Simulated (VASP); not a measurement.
Band structure of IrW (space group P-6m2). Level of theory: PBEsol GGA, VASP's PBE PAW potentials (set 64) (plane waves; VASP).

Unless said otherwise, spin-orbit coupling is left out, though it shifts the bands of the heavy elements here.

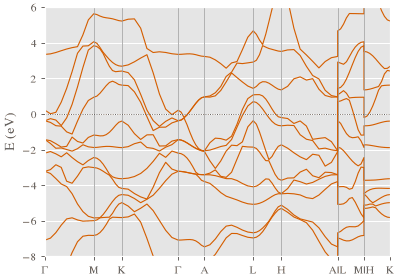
Bands along high-symmetry lines, zero at the valence-band maximum or, without a gap, the Fermi level

**Question.** Read the plot: is there a gap, and where are the band edges?

**Answer.** It has no gap at this level: it comes out as a metal or semimetal. (Edges off the drawn lines would not show.)

The structure comes from a computed database's IrW entry (P-6m2); how it stands against other phases isn't given here. It was relaxed first. The electron count is odd and the run is not spin-polarised, which forces a metal.
